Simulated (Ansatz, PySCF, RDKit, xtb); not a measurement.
# Solving CH2AlN, step by step, part 2 of 2

Only the formula CH2AlN is given. Aim: find the structure of lowest free energy at 298.15 K, then its properties.

xtb, Ansatz and PySCF; isolated molecules. The steps go on from the part before.

### Step 11. Putting it together

Energies in kcal/mol from c132; G adds the thermal terms to the CCSD(T)/def2-TZVPP energy. The columns left of the relaxed level are at the tight-binding geometries.

```
label           SMILES     spin  GFN2-xTB  HF/STO-3G  r2SCAN-D4/def2-SVP  BLYP-D3(BJ)/def2-SVP  HF/def2-TZVPP  MP2/def2-TZVPP  CCSD(T)/def2-TZVPP     G  share at equilibrium     T1
 c132  [C-]#[N+][AlH2]  singlet       0.0        0.0                 0.0                   0.0            0.0             0.0                 0.0   0.0                86.3 %  0.016
c440a      N#[C][AlH2]  singlet       6.6        2.0                 1.7                   1.3            8.6            -1.8                 1.0   1.1                13.7 %  0.014
c479a        C=[N][Al]  singlet      19.3       42.4                 2.3                   0.2           17.4             8.4                 7.3  11.8               < 0.1 %  0.017
```

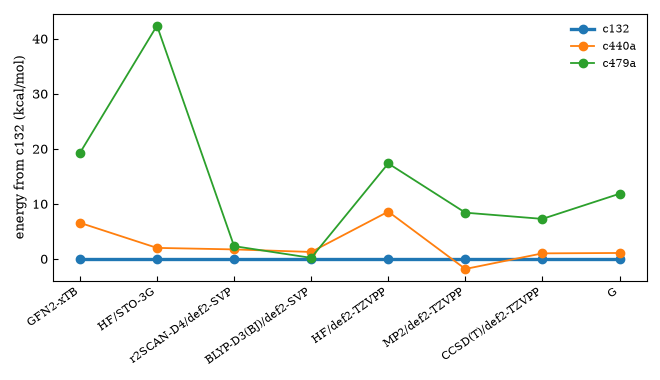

The finalists at each level, measured from c132.

Lowest found: c132, `[C-]#[N+][AlH2]`, a singlet of point group C2v. Bond lengths: C1–N3 1.194 Å, Al2–N3 1.830 Å, Al2–H4 1.580 Å, Al2–H5 1.580 Å. Angles: C1–N3–Al2 180.0°, N3–Al2–H4 116.6°, N3–Al2–H5 116.6°, H4–Al2–H5 126.9°.

```xyz
5

C     1.3212    1.9521   -0.3023
Al    0.4415   -0.9304   -0.0503
N     0.9739    0.8142   -0.2028
H     1.0804   -1.9553   -1.0686
H    -0.6085   -1.2516    1.0856
```

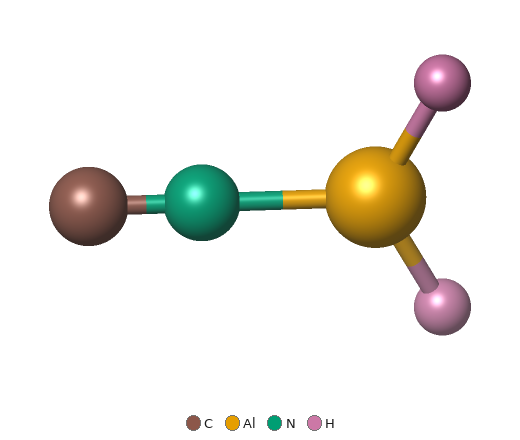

The lowest structure found, seen from a chosen angle (carbon brown, aluminium amber, nitrogen teal, hydrogen pink).

### Step 12. Density, orbitals and dipole (PBE0/def2-TZVPD)

Contents of input.yaml:

```yaml
crystal:
  periodic: [false, false, false]
  atoms:
    - {symbol: C, position_ang: [1.321225, 1.952086, -0.302343]}
    - {symbol: Al, position_ang: [0.441520, -0.930377, -0.050254]}
    - {symbol: "N", position_ang: [0.973869, 0.814209, -0.202832]}
    - {symbol: H, position_ang: [1.080442, -1.955310, -1.068620]}
    - {symbol: H, position_ang: [-0.608475, -1.251567, 1.085558]}
basis:
  gaussian:
    orbitals: def2-TZVPD
hamiltonian:
  xc: pbe0
output:
  forces: true
  orbitals: {seedname: orbitals}
```

On the command line:

```sh
ansatz run input.yaml --threads 1 --pin off --max-ram 2610MiB --events-out events.jsonl --progress --plain --runs-dir runs
```

Log, shortened:

```text
Warning: RAYON_NUM_THREADS=1 ignored (pool sized by the plan → 1); use --threads N
Functional definition: PBE0
  name "PBE0"
[...]
749 factors; their error is unknown
[...]
mean field -9150.55881790 eV, -336.2768340861 hartree, gradient 2.2e-5 eV, S^2 0.000000; 0 other end points of the search recorded, 0 dependent functions left out
[...]
reference -9150.55885168 eV, -336.2768353276 hartree; 14, 14 occupied and 121, 121 virtual orbitals, 749 factors
Total energy: -9150.55885168 eV, -336.2768353276 hartree
Atom 0 at     1.321225     1.952086    -0.302343 Å, force    -0.615540    -2.016290     0.176337 eV/Å
Atom 1 at     0.441520    -0.930377    -0.050254 Å, force     0.102484     0.337251    -0.030124 eV/Å
Atom 2 at     0.973869     0.814209    -0.202832 Å, force     0.479974     1.571495    -0.137309 eV/Å
Atom 3 at     1.080442    -1.955310    -1.068620 Å, force    -0.045377     0.079620     0.074535 eV/Å
Atom 4 at    -0.608475    -1.251567     1.085558 Å, force     0.078458     0.027925    -0.083439 eV/Å
Dipole moment:    -0.191637    -0.628237     0.055031 e Å
```

Wall time 6.9 s (1 thread of AMD EPYC (Zen 3), shared host).

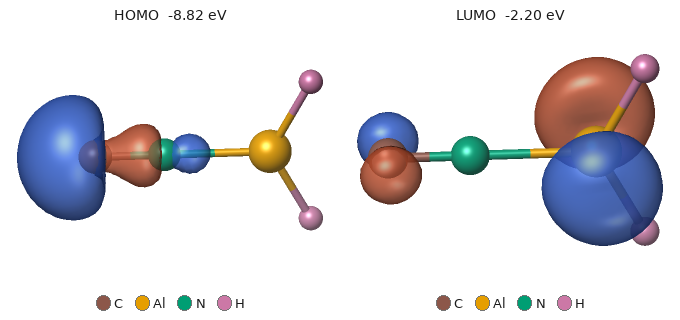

Frontier orbitals of this run, surfaces at ±0.2 Å^-3/2.

### Step 13. Frequencies after a tight-binding relaxation (GFN2-xTB)

Contents of start.xyz:

```xyz
5
c132
C      1.321225     1.952086    -0.302343
Al     0.441520    -0.930377    -0.050254
N      0.973869     0.814209    -0.202832
H      1.080442    -1.955310    -1.068620
H     -0.608475    -1.251567     1.085558
```

On the command line:

```sh
xtb start.xyz --gfn 2 --ohess tight
```

Log, shortened:

```text
* xtb version 6.7.1
[...]
          :  # basis functions                  20          :
[...]
          :  # electrons                        14          :
[...]
          :  Hamiltonian                  GFN2-xTB          :
[...]
          :  net charge                          0          :
          :  unpaired electrons                  0          :
[...]
   *** convergence criteria satisfied after 12 iterations ***
[...]
   *** GEOMETRY OPTIMIZATION CONVERGED AFTER 7 ITERATIONS ***
[...]
   *** convergence criteria satisfied after 3 iterations ***
[...]
         ::                     SUMMARY                     ::
         :::::::::::::::::::::::::::::::::::::::::::::::::::::
         :: total energy              -7.097519977064 Eh    ::
         :: gradient norm              0.000066247450 Eh/a0 ::
         :: HOMO-LUMO gap              4.302024138969 eV    ::
         ::.................................................::
         :: SCC energy                -7.205395398409 Eh    ::
         :: -> isotropic ES            0.019285214378 Eh    ::
         :: -> anisotropic ES          0.004630826965 Eh    ::
         :: -> anisotropic XC          0.000929203249 Eh    ::
         :: -> dispersion             -0.002004105045 Eh    ::
         :: repulsion energy           0.107875421345 Eh    ::
         :: add. restraining           0.000000000000 Eh    ::
         :: total charge              -0.000000000000 e     ::
         :::::::::::::::::::::::::::::::::::::::::::::::::::::
[...]
         7        2.0000           -0.4255439             -11.5796 (HOMO)
         8                         -0.2674474              -7.2776 (LUMO)
[...]
     #   Z          covCN         q      C6AA      α(0)
     1   6 C        0.929    -0.075    37.899    10.313
     2  13 Al       2.568     0.422    93.323    19.773
     3   7 N        1.694    -0.100    23.831     7.215
     4   1 H        0.883    -0.123     6.481     3.985
     5   1 H        0.883    -0.123     6.481     3.985
[...]
          | TOTAL ENERGY               -7.097519977058 Eh   |
          | TOTAL ENTHALPY             -7.072297277463 Eh   |
          | TOTAL FREE ENERGY          -7.103319033331 Eh   |
          | GRADIENT NORM               0.000066902383 Eh/α |
[...]
```

It took 0.28 s on 1 thread of AMD EPYC (Zen 3), shared host.

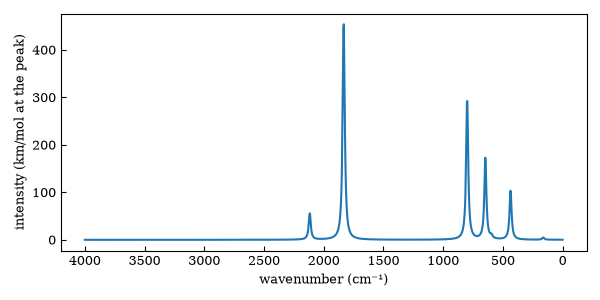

Harmonic infrared spectrum, unscaled, lines broadened by 10 cm⁻¹.

### Step 14. Electronic excitations (TD-B3LYP/def2-SVPD)

An in-house driver calls PySCF's response routines at TD-B3LYP/def2-SVPD; it has no typed input.

Log:

```text
coarse grid: 5016 points
cycle   1  E = -336.2759843123  dE = -6.181e-03  |g| = 3.208e-01  |ddm| = 2.794e+00
cycle   2  E = -336.2487696199  dE =  2.721e-02  |g| = 4.855e-01  |ddm| = 7.478e-01
cycle   3  E = -336.2957824148  dE = -4.701e-02  |g| = 1.354e-01  |ddm| = 3.967e-01
cycle   4  E = -336.3004331686  dE = -4.651e-03  |g| = 2.018e-02  |ddm| = 1.525e-01
cycle   5  E = -336.3005600282  dE = -1.269e-04  |g| = 2.792e-03  |ddm| = 2.696e-02
cycle   6  E = -336.3005628454  dE = -2.817e-06  |g| = 3.651e-04  |ddm| = 6.206e-03
final grid: 44840 points
cycle   7  E = -336.3491700873  dE = -3.993e-06  |g| = 1.386e-03  |ddm| = 2.503e-02
cycle   8  E = -336.3491699849  dE =  1.024e-07  |g| = 1.566e-03  |ddm| = 3.717e-03
cycle   9  E = -336.3491705907  dE = -6.058e-07  |g| = 3.686e-04  |ddm| = 1.686e-03
cycle  10  E = -336.3491706211  dE = -3.040e-08  |g| = 7.415e-05  |ddm| = 3.442e-04
cycle  11  E = -336.3491706225  dE = -1.384e-09  |g| = 6.615e-06  |ddm| = 7.384e-05
cycle  12  E = -336.3491706225  dE = -9.265e-12  |g| = 9.671e-07  |ddm| = 9.225e-06
converged SCF energy = -336.3491706225

Static polarisability (au): isotropic 43.185, principal 34.383 40.115 55.058

Singlet excitations
state   eV       nm        f      main configurations
  1   5.2080    238.1   0.00864   H->L 1.00
  2   5.2958    234.1   0.00000   H-1->L 1.00
  3   6.5701    188.7   0.00000   H-3->L 0.97
  4   6.8061    182.2   0.03777   H-2->L 0.88
  5   7.3414    168.9   0.03170   H->L+1 0.98
  6   7.6452    162.2   0.00061   H->L+2 0.85, H-1->L+1 0.13
  7   7.6893    161.2   0.10406   H-4->L 0.92
  8   7.9428    156.1   0.00122   H-1->L+2 0.55, H-1->L+3 0.28, H-1->L+4 0.17

Triplet excitations (Tamm-Dancoff, eV): 4.4166 4.9191 5.3646
```

It took 8.4 s on 1 thread of AMD EPYC (Zen 3), shared host.

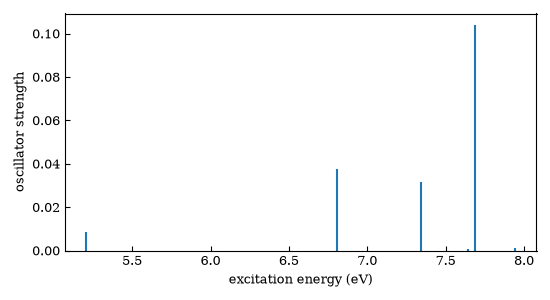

Vertical excitations as sticks.

The roots found:

```csv
excited state,energy (eV),strength
1,5.208,0.0086
2,5.296,0.0000
3,6.570,0.0000
4,6.806,0.0378
5,7.341,0.0317
6,7.645,0.0006
7,7.689,0.1041
8,7.943,0.0012
```

### Step 15. NMR shieldings (GIAO PBE0/pcSseg-1)

An in-house driver calls PySCF's response routines at GIAO PBE0/pcSseg-1; it has no typed input.

Log:

```text
coarse grid: 5016 points
cycle   1  E = -336.1813426440  dE = -5.819e-03  |g| = 2.941e-01  |ddm| = 2.102e+00
cycle   2  E = -336.1668465746  dE =  1.450e-02  |g| = 4.062e-01  |ddm| = 4.175e-01
cycle   3  E = -336.1979849468  dE = -3.114e-02  |g| = 1.114e-01  |ddm| = 2.527e-01
cycle   4  E = -336.2009601516  dE = -2.975e-03  |g| = 1.637e-02  |ddm| = 8.922e-02
cycle   5  E = -336.2010319984  dE = -7.185e-05  |g| = 2.713e-03  |ddm| = 1.668e-02
cycle   6  E = -336.2010338568  dE = -1.858e-06  |g| = 5.419e-04  |ddm| = 3.287e-03
final grid: 44840 points
cycle   7  E = -336.2169512597  dE = -4.416e-06  |g| = 2.967e-03  |ddm| = 9.982e-03
cycle   8  E = -336.2169515930  dE = -3.333e-07  |g| = 2.785e-03  |ddm| = 5.001e-03
cycle   9  E = -336.2169536154  dE = -2.022e-06  |g| = 2.303e-04  |ddm| = 2.328e-03
cycle  10  E = -336.2169536191  dE = -3.728e-09  |g| = 1.730e-04  |ddm| = 2.306e-04
cycle  11  E = -336.2169536257  dE = -6.549e-09  |g| = 1.090e-05  |ddm| = 9.671e-05
cycle  12  E = -336.2169536257  dE = -1.876e-11  |g| = 2.784e-06  |ddm| = 1.335e-05
converged SCF energy = -336.2169536257

GIAO shielding tensors (ppm)
atom      isotropic    diamagn.    paramagn.     s11        s22        s33       span
  0 C      -45.147     257.395    -302.542   -192.496   -190.976    248.031    440.527
  1 Al     375.160     793.345    -418.186    237.908    400.818    486.754    248.846
  2 N       30.314     331.558    -301.243   -132.798   -110.316    334.057    466.855
  3 H       26.599      27.434      -0.835     24.053     24.666     31.079      7.026
  4 H       26.600      27.941      -1.342     24.053     24.666     31.079      7.026
```

It took 6.9 s on 1 thread of AMD EPYC (Zen 3), shared host.

Isotropic shieldings, averaged over atoms that the bond graph makes equivalent (absolute, not shifts):

| atoms | shielding (ppm) |
| --- | --- |
| C1 | -45.1 |
| Al2 | 375.2 |
| N3 | 30.3 |
| H4, H5 | 26.60 |

### Step 16. The cation at the same geometry (PBE0/def2-TZVPD)

Contents of input.yaml:

```yaml
crystal:
  periodic: [false, false, false]
  atoms:
    - {symbol: C, position_ang: [1.321225, 1.952086, -0.302343]}
    - {symbol: Al, position_ang: [0.441520, -0.930377, -0.050254]}
    - {symbol: N, position_ang: [0.973869, 0.814209, -0.202832]}
    - {symbol: H, position_ang: [1.080442, -1.955310, -1.068620]}
    - {symbol: H, position_ang: [-0.608475, -1.251567, 1.085558]}
basis:
  gaussian:
    orbitals: def2-TZVPD
total_charge: 1
magnetization:
  spin_polarized: true
  initial_magnetization: 1
hamiltonian:
  xc: pbe0
```

On the command line:

```sh
ansatz run input.yaml --threads 1 --pin off --max-ram 2610MiB --events-out events.jsonl --progress --plain --runs-dir runs
```

Log:

```text
Warning: RAYON_NUM_THREADS=1 ignored (pool sized by the plan → 1); use --threads N
Functional definition: PBE0
  name "PBE0"
  parameter a = 0.25
  parameter kappa = 0.804
  parameter beta = 0.06672455060314922
  exchange = (1 - a)*pbe_x(kappa = kappa, mu = beta*pi^2/3) + a*exact_x
  correlation = pbe_c(beta = beta)
749 factors; their error is unknown
mean field evaluation 1: about -9125.6503 eV, gradient 5.7e1 eV
mean field evaluation 2: about -9056.0297 eV, gradient 1.0e2 eV
mean field evaluation 4: about -9131.4643 eV, gradient 3.4e1 eV
mean field evaluation 8: about -9139.2932 eV, gradient 4.4e-1 eV
mean field evaluation 16: about -9139.3509 eV, gradient 7.3e-1 eV
mean field evaluation 32: about -9139.2664 eV, gradient 9.4e-1 eV
mean field -9139.42999829 eV, -335.8678575091 hartree, gradient 3.0e-5 eV, S^2 0.768339; 2 other end points of the search recorded, 0 dependent functions left out
reference -9139.43002992 eV, -335.8678586714 hartree; 14, 13 occupied and 121, 122 virtual orbitals, 749 factors
Total energy: -9139.43002992 eV, -335.8678586714 hartree
```

Wall time 23 s (1 thread of AMD EPYC (Zen 3), shared host).

Difference from the parent: 11.13 eV.

### Step 17. The anion at the same geometry (PBE0/def2-TZVPD)

Contents of input.yaml:

```yaml
basis:
  gaussian: {orbitals: def2-TZVPD}
crystal:
  periodic: [false, false, false]
  atoms:
    - {symbol: C, position_ang: [1.321225, 1.952086, -0.302343]}
    - {symbol: Al, position_ang: [0.441520, -0.930377, -0.050254]}
    - {symbol: N, position_ang: [0.973869, 0.814209, -0.202832]}
    - {symbol: H, position_ang: [1.080442, -1.955310, -1.068620]}
    - {symbol: H, position_ang: [-0.608475, -1.251567, 1.085558]}
total_charge: -1
hamiltonian: {xc: pbe0}
magnetization: {spin_polarized: true, initial_magnetization: 1}
scf: {lower_state_search: "off"}
```

On the command line:

```sh
ansatz run input.yaml --threads 1 --pin off --max-ram 2610MiB --events-out events.jsonl --progress --plain --runs-dir runs
```

Log, shortened:

```text
Warning: RAYON_NUM_THREADS=1 ignored (pool sized by the plan → 1); use --threads N
Functional definition: PBE0
  name "PBE0"
[...]
749 factors; their error is unknown
[...]
mean field -9151.17695990 eV, -336.2995503857 hartree, gradient 9.4e-6 eV, S^2 0.757749; 0 other end points of the search recorded, 0 dependent functions left out
reference -9151.17699476 eV, -336.2995516670 hartree; 15, 14 occupied and 120, 121 virtual orbitals, 749 factors
Total energy: -9151.17699476 eV, -336.2995516670 hartree
Checks for a lower state left out: stability, starts, cluster_reference, orbital_swaps, neighbouring_geometries, increment
```

Wall time 6.6 s (1 thread of AMD EPYC (Zen 3), shared host).

Parent less the species with the added electron: 0.62 eV.

### Step 18. The triplet at the same geometry (PBE0/def2-TZVPD)

Contents of input.yaml:

```yaml
basis:
  gaussian: {orbitals: def2-TZVPD}
crystal:
  periodic: [false, false, false]
  atoms:
    - {symbol: C, position_ang: [1.321225, 1.952086, -0.302343]}
    - {symbol: Al, position_ang: [0.441520, -0.930377, -0.050254]}
    - {symbol: "N", position_ang: [0.973869, 0.814209, -0.202832]}
    - {symbol: H, position_ang: [1.080442, -1.955310, -1.068620]}
    - {symbol: H, position_ang: [-0.608475, -1.251567, 1.085558]}
magnetization: {spin_polarized: true, initial_magnetization: 2}
hamiltonian: {xc: pbe0}
```

On the command line:

```sh
ansatz run input.yaml --threads 1 --pin off --max-ram 2610MiB --events-out events.jsonl --progress --plain --runs-dir runs
```

Log:

```text
Warning: RAYON_NUM_THREADS=1 ignored (pool sized by the plan → 1); use --threads N
Functional definition: PBE0
  name "PBE0"
  parameter a = 0.25
  parameter kappa = 0.804
  parameter beta = 0.06672455060314922
  exchange = (1 - a)*pbe_x(kappa = kappa, mu = beta*pi^2/3) + a*exact_x
  correlation = pbe_c(beta = beta)
749 factors; their error is unknown
mean field evaluation 1: about -9132.8668 eV, gradient 4.4e1 eV
mean field evaluation 2: about -8933.8491 eV, gradient 1.4e2 eV
mean field evaluation 4: about -9134.6411 eV, gradient 3.8e1 eV
mean field evaluation 8: about -9145.6308 eV, gradient 5.4e0 eV
mean field evaluation 16: about -9145.9744 eV, gradient 2.4e-3 eV
mean field evaluation 32: about -9145.6702 eV, gradient 1.7e0 eV
mean field -9145.97440948 eV, -336.1083601844 hartree, gradient 1.4e-5 eV, S^2 2.037043; 4 other end points of the search recorded, 0 dependent functions left out
reference -9145.97444375 eV, -336.1083614435 hartree; 15, 13 occupied and 120, 122 virtual orbitals, 749 factors
Total energy: -9145.97444375 eV, -336.1083614435 hartree
```

Run time: 18 s. Hardware: 1 thread of AMD EPYC (Zen 3), shared host.

It lies 4.58 eV above the singlet.

### Step 19. Stability of the closed-shell solution (PBE0/def2-SVP)

Contents of input.py:

```python
# [C-]#[N+][AlH2]
from pyscf import gto, dft

mol = gto.M(
    atom=[
    ('C', (1.321225, 1.952086, -0.302343)),
    ('Al', (0.441520, -0.930377, -0.050254)),
    ('N', (0.973869, 0.814209, -0.202832)),
    ('H', (1.080442, -1.955310, -1.068620)),
    ('H', (-0.608475, -1.251567, 1.085558)),
],
    max_memory=1860,
    basis='def2-svp',
    spin=0,
    verbose=3,
    charge=0,
)

calc0 = dft.RKS(mol)
calc0.xc = 'pbe0'
calc0 = calc0.density_fit(auxbasis='def2-universal-jkfit')
calc0.max_cycle = 100
calc0.grids.level = 3
calc0.kernel()
if not calc0.converged:
    calc0 = calc0.newton().run(calc0.mo_coeff, calc0.mo_occ)

etot = calc0.e_tot
print('E = %.10f Eh' % etot)
mo_i, mo_e, stable_i, stable_e = calc0.stability(internal=True, external=True, return_status=True)
print('stable: internal', stable_i, 'external', stable_e)
```

On the command line:

```sh
OMP_NUM_THREADS=1 python input.py
```

Log:

```text
converged SCF energy = -336.084276934423
E = -336.0842769344 Eh
<class 'pyscf.df.df_jk.DFRKS'> wavefunction is stable in the internal stability analysis
<class 'pyscf.df.df_jk.DFRKS'> wavefunction is stable in the real -> complex stability analysis
<class 'pyscf.df.df_jk.DFRKS'> wavefunction is stable in the RHF/RKS -> UHF/UKS stability analysis
stable: internal True external True
```

Wall time 37 s (1 thread of AMD EPYC (Zen 3), shared host).

### Step 20. Outcome

This closing draws on all 2 parts.

| quantity | value |
| --- | --- |
| lowest structure found | [C-]#[N+][AlH2], singlet, C2v |
| next finalist | N#[C][AlH2], singlet, 1.1 kcal/mol higher in G |
| share at equilibrium, among the finalists | 86.3 % |
| funnel | 21 starts, 16 minima at GFN2-xTB, 8 screening runs, 5 relaxed, 3 ranked |
| CPU time of all runs | 6.3 min |
| harmonic wavenumbers, lowest and highest (BLYP-D3(BJ)/def2-SVP) | 188 and 2090 cm⁻¹ |
| rotational constants, same geometry | 4.187, 0.1849, 0.1771 cm⁻¹ |
| dipole moment (PBE0/def2-TZVPD) | 3.17 D |
| HOMO energy (PBE0/def2-TZVPD) | -8.82 eV |
| LUMO energy (PBE0/def2-TZVPD) | -2.20 eV |
| HOMO–LUMO gap (PBE0/def2-TZVPD) | 6.62 eV |
| lowest excitation (TD-B3LYP/def2-SVPD) | 5.21 eV (f = 0.009) |
| strongest of the states computed, same level | 7.69 eV (f = 0.104) |
| lowest triplet excitation, same level, Tamm-Dancoff | 4.42 eV |
| vertical ionisation energy | 11.13 eV |
| vertical electron affinity | 0.62 eV |
| vertical triplet less singlet | +4.58 eV |

**Reading.** The lowest structure found is `[C-]#[N+][AlH2]`. Its margin of 1.1 kcal/mol is inside the likely error of CCSD(T)/def2-TZVPP with harmonic terms (about 2 kcal/mol), so the order of the first two is not settled. GFN2-xTB, HF/STO-3G, r2SCAN-D4/def2-SVP, BLYP-D3(BJ)/def2-SVP and HF/def2-TZVPP already put its bonding pattern lowest among the structures in one piece; MP2/def2-TZVPP favours the singlet N#[C][AlH2]. The largest share of the time went into the vibrations (30 %). Lowest found is not proven lowest: the search is finite, and each finalist counts with one conformer.
